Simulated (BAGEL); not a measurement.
# One shape, several levels: triplet C3HN

Wanted: a comparison of 3 runs (ROHF/6-31G*, ROHF/def2-SVPD, UHF/def2-SVPD) of triplet C3HN. 

The calculation is run with BAGEL 1.2.2.

2 further runs of the same task are left out: 2 set aside as unsound or not needed. Runs told in other sessions of the task aren't counted.

## (1) The system as given

The species is C3HN (5 atoms), meant as a triplet with charge 0. SMILES of the parent species: `C#CC#N`. Geometry: relaxed at PBE0-D4/def2-TZVP. That shape belongs to the parent species and isn't relaxed for this state.

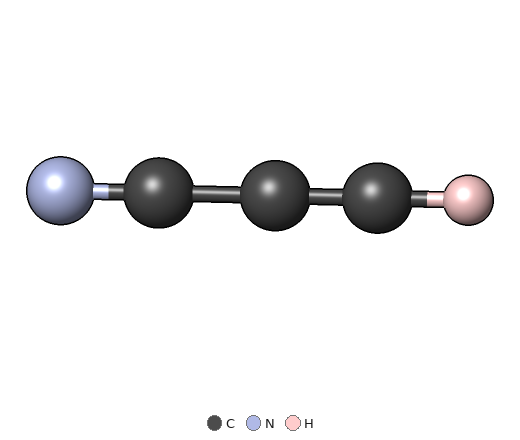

The structure, seen from a chosen angle (carbon dark grey, nitrogen light blue, hydrogen pink).

## (2) A single-point energy at ROHF/6-31G(d) (density fitting with qzvpp-jkfit, spherical functions) (run 1)

calc.json

```json
{ "bagel": [

{
  "title": "molecule",
  "basis": "6-31gs.json",
  "df_basis": "qzvpp-jkfit",
  "angstrom": true,
  "geometry": [
    { "atom": "C", "xyz": [      -0.137800,       1.253000,       0.148800 ] },
    { "atom": "C", "xyz": [      -0.000300,       0.068900,       0.002100 ] },
    { "atom": "C", "xyz": [       0.157500,      -1.280600,      -0.165000 ] },
    { "atom": "N", "xyz": [       0.291100,      -2.418400,      -0.305600 ] },
    { "atom": "H", "xyz": [      -0.260600,       2.303500,       0.278300 ] }
  ]
},

{
  "title": "rohf",
  "charge": 0,
  "nopen": 2
},

{
  "title": "print",
  "file": "orbitals.molden",
  "orbitals": true
}

]}
```

The basis set 6-31G* is read from a file made from the Basis Set Exchange's data (not shown).

On the command line:

```sh
$ BAGEL_NUM_THREADS=1 BAGEL calc.json > calc.out
```

The log of the run:

```text
* using 1 threads per process

  ===============================================================
  ===============================================================

  *** Geometry ***

  { "atom" : "C", "xyz" : [     -0.260404,      2.367827,      0.281191 ] },
  { "atom" : "C", "xyz" : [     -0.000567,      0.130202,      0.003968 ] },
  { "atom" : "C", "xyz" : [      0.297632,     -2.419983,     -0.311805 ] },
  { "atom" : "N", "xyz" : [      0.550099,     -4.570114,     -0.577500 ] },
  { "atom" : "H", "xyz" : [     -0.492463,      4.352984,      0.525911 ] },

  Number of auxiliary basis functions:      320

  Since a DF basis is specified, we compute 2- and 3-index integrals:
    o Being stored without compression. Storage requirement is 0.009 GB

  Number of basis functions:       58
  Number of electrons      :       26

    * METHOD: MOLECULE                             0.14

  *** Open-shell HF ***

  === Nuclear Repulsion ===
    77.2500150810

      * DIIS with orbital gradients will be used.

  === ROHF iteration (6-31gs.json) ===
      0       -168.15939990          0.05075447           0.06
      1       -168.19200907          0.05289206           0.06
      2       -168.19053546          0.05221634           0.06
      3       -168.36490264          0.00388270           0.06
      4       -168.36805039          0.00229515           0.06
      5       -168.37006650          0.00179116           0.06
      6       -168.37284898          0.00160730           0.06
      7       -168.37658694          0.00134066           0.06
      8       -168.38088811          0.00077814           0.06
      9       -168.38178044          0.00052194           0.06
[... 31 lines of this table left out ...]
     41       -168.38222693          0.00000002           0.04
     42       -168.38222694          0.00000002           0.04
     43       -168.38222693          0.00000001           0.04
     44       -168.38222694          0.00000001           0.04
    * SCF iteration converged.

    * S^2 (ROHF) is 2.0000

    * Permanent dipole moment:
           (    0.224249,    -1.915652,    -0.236650) a.u.

    * METHOD: ROHF                                 2.18

    * METHOD: PRINT                                0.01

  ===============================================================
```

It took 2.7 s on 1 thread of Intel Xeon Platinum 8259CL at 2.50GHz (Skylake/Cascade Lake), shared host; peak memory 0.079 GiB.

## (3) A single-point energy at ROHF/def2-SVPD (density fitting with qzvpp-jkfit) (run 2)

calc.json

```json
{ "bagel" : [

{
  "title" : "molecule",
  "basis" : "def2-svpd.json",
  "df_basis" : "qzvpp-jkfit",
  "angstrom" : "true",
  "geometry" : [
    { "atom" : "C", "xyz" : [   -0.137800,    1.253000,    0.148800 ] },
    { "atom" : "C", "xyz" : [   -0.000300,    0.068900,    0.002100 ] },
    { "atom" : "C", "xyz" : [    0.157500,   -1.280600,   -0.165000 ] },
    { "atom" : "N", "xyz" : [    0.291100,   -2.418400,   -0.305600 ] },
    { "atom" : "H", "xyz" : [   -0.260600,    2.303500,    0.278300 ] }
  ]
},
{ "title" : "rohf", "nopen" : 2 },
{ "title" : "print", "file" : "orbitals.molden", "orbitals" : "true" }

]}
```

The basis set def2-SVPD is read from a file made from the Basis Set Exchange's data (not shown).

On the command line:

```sh
$ BAGEL_NUM_THREADS=1 BAGEL calc.json > calc.out
```

The log of the run:

```text
* using 1 threads per process

  ===============================================================
  ===============================================================

  *** Geometry ***

  { "atom" : "C", "xyz" : [     -0.260404,      2.367827,      0.281191 ] },
  { "atom" : "C", "xyz" : [     -0.000567,      0.130202,      0.003968 ] },
  { "atom" : "C", "xyz" : [      0.297632,     -2.419983,     -0.311805 ] },
  { "atom" : "N", "xyz" : [      0.550099,     -4.570114,     -0.577500 ] },
  { "atom" : "H", "xyz" : [     -0.492463,      4.352984,      0.525911 ] },

  Number of auxiliary basis functions:      320

  Since a DF basis is specified, we compute 2- and 3-index integrals:
    o Being stored without compression. Storage requirement is 0.020 GB

  Number of basis functions:       88
  Number of electrons      :       26

    * METHOD: MOLECULE                             0.23

  *** Open-shell HF ***

  === Nuclear Repulsion ===
    77.2500150810

      * DIIS with orbital gradients will be used.

  === ROHF iteration (def2-svpd.json) ===
      0       -168.11009225          0.02853444           0.10
      1       -168.16634942          0.02491823           0.10
      2       -168.17077638          0.02469187           0.10
      3       -168.23658140          0.00249098           0.10
      4       -168.23983727          0.00174160           0.10
      5       -168.24262628          0.00155504           0.11
      6       -168.24632282          0.00137819           0.08
      7       -168.25028972          0.00110428           0.07
      8       -168.25352699          0.00070422           0.07
      9       -168.25481721          0.00040586           0.07
[... 23 lines of this table left out ...]
     33       -168.25522210          0.00000005           0.07
     34       -168.25522211          0.00000003           0.07
     35       -168.25522213          0.00000002           0.07
     36       -168.25522213          0.00000001           0.07
    * SCF iteration converged.

    * S^2 (ROHF) is 2.0000

    * Permanent dipole moment:
           (    0.219881,    -1.878768,    -0.232132) a.u.

    * METHOD: ROHF                                 3.03

    * METHOD: PRINT                                0.02

  ===============================================================
```

Wall time 3.9 s (1 thread of Intel Xeon Platinum 8259CL at 2.50GHz (Skylake/Cascade Lake), shared host); peak memory 0.095 GiB.

## (4) A single-point energy at UHF/def2-SVPD (density fitting with qzvpp-jkfit) (run 3)

input.json

```json
{ "bagel": [

{
  "title": "molecule",
  "basis": "def2-svpd.json",
  "df_basis": "qzvpp-jkfit",
  "angstrom": true,
  "geometry": [
    { "atom": "C", "xyz": [      -0.137800,       1.253000,       0.148800 ] },
    { "atom": "C", "xyz": [      -0.000300,       0.068900,       0.002100 ] },
    { "atom": "C", "xyz": [       0.157500,      -1.280600,      -0.165000 ] },
    { "atom": "N", "xyz": [       0.291100,      -2.418400,      -0.305600 ] },
    { "atom": "H", "xyz": [      -0.260600,       2.303500,       0.278300 ] }
  ]
},

{
  "title": "uhf",
  "charge": 0,
  "nopen": 2
},

{
  "title": "print",
  "file": "orbitals.molden",
  "orbitals": true
}

]}
```

The basis set def2-SVPD is read from a file made from the Basis Set Exchange's data (not shown).

On the command line:

```sh
$ BAGEL_NUM_THREADS=1 BAGEL input.json > input.out
```

The log of the run:

```text
* using 1 threads per process

  ===============================================================
  ===============================================================

  *** Geometry ***

  { "atom" : "C", "xyz" : [     -0.260404,      2.367827,      0.281191 ] },
  { "atom" : "C", "xyz" : [     -0.000567,      0.130202,      0.003968 ] },
  { "atom" : "C", "xyz" : [      0.297632,     -2.419983,     -0.311805 ] },
  { "atom" : "N", "xyz" : [      0.550099,     -4.570114,     -0.577500 ] },
  { "atom" : "H", "xyz" : [     -0.492463,      4.352984,      0.525911 ] },

  Number of auxiliary basis functions:      320

  Since a DF basis is specified, we compute 2- and 3-index integrals:
    o Being stored without compression. Storage requirement is 0.020 GB

  Number of basis functions:       88
  Number of electrons      :       26

    * METHOD: MOLECULE                             0.16

  *** Open-shell HF ***

  === Nuclear Repulsion ===
    77.2500150810

      * DIIS with orbital gradients will be used.

  === UHF iteration (def2-svpd.json) ===
      0       -168.11009225          0.02853444           0.10
      1       -168.18563986          0.02358474           0.10
      2       -168.20402212          0.02132502           0.10
      3       -168.25272424          0.00209197           0.10
      4       -168.25749053          0.00151181           0.10
      5       -168.25999295          0.00136952           0.10
      6       -168.26294360          0.00131288           0.07
      7       -168.26619081          0.00122545           0.07
      8       -168.27185564          0.00087201           0.07
      9       -168.27442595          0.00047979           0.07
[... 24 lines of this table left out ...]
     34       -168.27528352          0.00000003           0.07
     35       -168.27528352          0.00000002           0.07
     36       -168.27528352          0.00000001           0.07
     37       -168.27528352          0.00000001           0.07
    * SCF iteration converged.

    * S^2 (UHF) is 2.1658

    * Permanent dipole moment:
           (    0.198449,    -1.695660,    -0.209494) a.u.

    * METHOD: UHF                                  3.03

    * METHOD: PRINT                                0.02

  ===============================================================
```

Run time: 3.6 s. Hardware: 1 thread of Intel Xeon Platinum 8259CL at 2.50GHz (Skylake/Cascade Lake), shared host; peak memory 0.093 GiB.

## (5) All runs side by side

```tsv
run	level	energy (Eh)	dipole moment (D)	⟨S²⟩	wall time
1	ROHF/6-31G* (density fitting with qzvpp-jkfit, spherical functions)	-168.382227	4.94	2.000	2.7 s
2	ROHF/def2-SVPD (density fitting with qzvpp-jkfit)	-168.255222	4.84	2.000	3.9 s
3	UHF/def2-SVPD (density fitting with qzvpp-jkfit)	-168.275284	4.37	2.166	3.6 s
```

## (6) Results

| quantity | value |
| --- | --- |
| run 3: total energy | -168.27528 Eh |
| run 3: dipole moment | 4.37 D |
| run 3: ⟨S²⟩ | 2.166 |

**Reading.** The dipole moment (its size) runs from 4.37 D (UHF/def2-SVPD) to 4.94 D (ROHF/6-31G*). The two ends differ in method and basis. Spin contamination of the reference: run 3 ⟨S²⟩ = 2.17. All runs together took 10 s, the longest 3.9 s.
